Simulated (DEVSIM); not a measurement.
System: abrupt InP n-p junction, at 400 K.

| layer (left to right) | material | thickness (μm) | Nd (cm⁻³) | Na (cm⁻³) | τn (s) | τp (s) |
|---|---|---|---|---|---|---|
| 1 | InP | 34.0 | 1.5e15 | - | 1.1e-8 | 3.3e-9 |
| 2 | InP | 0.330 | - | 7.5e17 | 1.1e-8 | 1.1e-8 |

Left contact: ohmic. Right contact: ohmic. Voltage is applied to the left contact. Recombination: SRH at mid-gap, radiative. Mobility is μmin + (μ − μmin)/(1 + (N/Nref)^α).

Constants are typed, rounded textbook-type inputs, not results; the design itself was drawn at random and stands for no fabricated device. Values at 300 K; Nc and Nv go as T^1.5, mobilities as T to minus their exponent, the gap by Varshni's rule with the affinity fixed.

```tsv
parameter	InP
gap (eV)	1.344
affinity (eV)	4.38
permittivity	12.5
Nc (cm⁻³)	5.7e17
Nv (cm⁻³)	1.1e19
μn (cm²/Vs)	5200
μp (cm²/Vs)	170
μn,min	400
μp,min	10
Nref,n	3e17
Nref,p	4.9e17
αn	0.47
αp	0.62
T exponent of μn	2
T exponent of μp	2
B (cm³/s)	1.2e-10
Varshni α (eV/K)	0.000363
Varshni β (K)	162
```

DEVSIM, 1D drift-diffusion, Boltzmann statistics, complete ionisation; no tunnelling, impact ionisation, image-force lowering or self-heating.

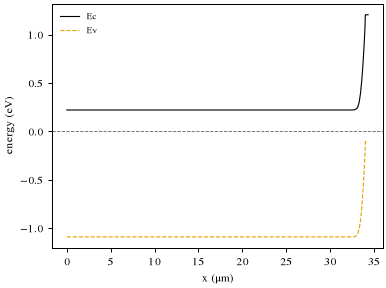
*Band edges at zero bias*

Energies count from the Fermi level of the right contact; mesh points crowd at the junctions.

```json
[
 {"x (μm)": "0.000", "Ec (eV)": "0.220", "Ev (eV)": "-1.092", "n (cm⁻³)": "1.5e15", "p (cm⁻³)": "300000", "field (V/cm)": "≈ 0"},
 {"x (μm)": "0.02811", "Ec (eV)": "0.220", "Ev (eV)": "-1.092", "n (cm⁻³)": "1.5e15", "p (cm⁻³)": "300000", "field (V/cm)": "≈ 0"},
 {"x (μm)": "0.08909", "Ec (eV)": "0.220", "Ev (eV)": "-1.092", "n (cm⁻³)": "1.5e15", "p (cm⁻³)": "300000", "field (V/cm)": "≈ 0"},
 {"x (μm)": "0.2214", "Ec (eV)": "0.220", "Ev (eV)": "-1.092", "n (cm⁻³)": "1.5e15", "p (cm⁻³)": "300000", "field (V/cm)": "≈ 0"},
 {"x (μm)": "0.6560", "Ec (eV)": "0.220", "Ev (eV)": "-1.092", "n (cm⁻³)": "1.5e15", "p (cm⁻³)": "300000", "field (V/cm)": "≈ 0"},
 {"x (μm)": "1.451", "Ec (eV)": "0.220", "Ev (eV)": "-1.092", "n (cm⁻³)": "1.5e15", "p (cm⁻³)": "300000", "field (V/cm)": "≈ 0"},
 {"x (μm)": "3.177", "Ec (eV)": "0.220", "Ev (eV)": "-1.092", "n (cm⁻³)": "1.5e15", "p (cm⁻³)": "300000", "field (V/cm)": "≈ 0"},
 {"x (μm)": "8.844", "Ec (eV)": "0.220", "Ev (eV)": "-1.092", "n (cm⁻³)": "1.5e15", "p (cm⁻³)": "300000", "field (V/cm)": "≈ 0"},
 {"x (μm)": "18.96", "Ec (eV)": "0.220", "Ev (eV)": "-1.092", "n (cm⁻³)": "1.5e15", "p (cm⁻³)": "300000", "field (V/cm)": "≈ 0"},
 {"x (μm)": "26.79", "Ec (eV)": "0.220", "Ev (eV)": "-1.092", "n (cm⁻³)": "1.5e15", "p (cm⁻³)": "300000", "field (V/cm)": "≈ 0"},
 {"x (μm)": "30.69", "Ec (eV)": "0.220", "Ev (eV)": "-1.092", "n (cm⁻³)": "1.5e15", "p (cm⁻³)": "300000", "field (V/cm)": "≈ 0"},
 {"x (μm)": "32.82", "Ec (eV)": "0.222", "Ev (eV)": "-1.089", "n (cm⁻³)": "1.4e15", "p (cm⁻³)": "320000", "field (V/cm)": "190"},
 {"x (μm)": "33.47", "Ec (eV)": "0.398", "Ev (eV)": "-0.914", "n (cm⁻³)": "8.6e12", "p (cm⁻³)": "5.2e7", "field (V/cm)": "7900"},
 {"x (μm)": "33.77", "Ec (eV)": "0.731", "Ev (eV)": "-0.580", "n (cm⁻³)": "5.4e8", "p (cm⁻³)": "8.2e11", "field (V/cm)": "14000"},
 {"x (μm)": "33.93", "Ec (eV)": "0.996", "Ev (eV)": "-0.315", "n (cm⁻³)": "250000", "p (cm⁻³)": "1.8e15", "field (V/cm)": "18000"},
 {"x (μm)": "33.98", "Ec (eV)": "1.101", "Ev (eV)": "-0.210", "n (cm⁻³)": "12000", "p (cm⁻³)": "3.8e16", "field (V/cm)": "27000"},
 {"x (μm)": "34.01", "Ec (eV)": "1.190", "Ev (eV)": "-0.122", "n (cm⁻³)": "900", "p (cm⁻³)": "5.0e17", "field (V/cm)": "24000"},
 {"x (μm)": "34.04", "Ec (eV)": "1.204", "Ev (eV)": "-0.107", "n (cm⁻³)": "600", "p (cm⁻³)": "7.5e17", "field (V/cm)": "110"},
 {"x (μm)": "34.13", "Ec (eV)": "1.204", "Ev (eV)": "-0.107", "n (cm⁻³)": "590", "p (cm⁻³)": "7.5e17", "field (V/cm)": "≈ 0"},
 {"x (μm)": "34.23", "Ec (eV)": "1.204", "Ev (eV)": "-0.107", "n (cm⁻³)": "590", "p (cm⁻³)": "7.5e17", "field (V/cm)": "≈ 0"},
 {"x (μm)": "34.29", "Ec (eV)": "1.204", "Ev (eV)": "-0.107", "n (cm⁻³)": "590", "p (cm⁻³)": "7.5e17", "field (V/cm)": "≈ 0"},
 {"x (μm)": "34.33", "Ec (eV)": "1.204", "Ev (eV)": "-0.107", "n (cm⁻³)": "590", "p (cm⁻³)": "7.5e17", "field (V/cm)": "≈ 0"}
]
```
